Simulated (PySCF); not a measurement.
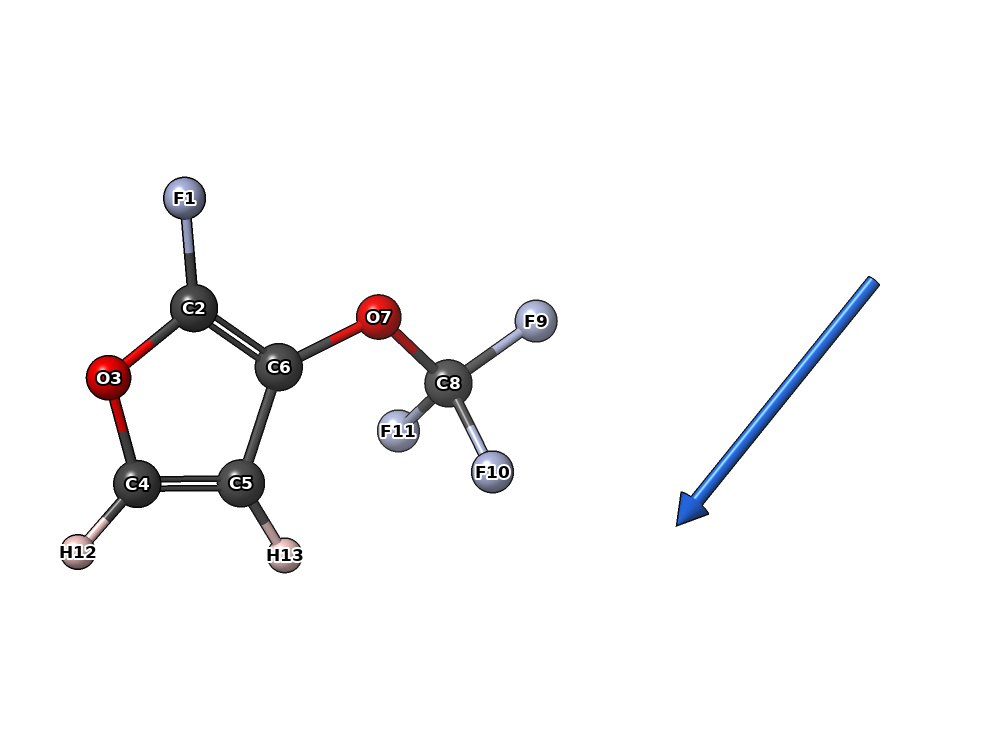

The arrow beside the molecule shows the direction of the dipole moment, from the negative to the positive end (its length means nothing). The geometry was computed by an optimisation with GFN2-xTB. No frequency run is at hand to confirm it as a minimum. Method: PBE0/pcSseg-1, gas phase (PySCF 2.14.0).

> Estimate the dipole moment.

2.34 D; it points from the side of F9 to the side of H12 (the outermost atoms at the two ends).
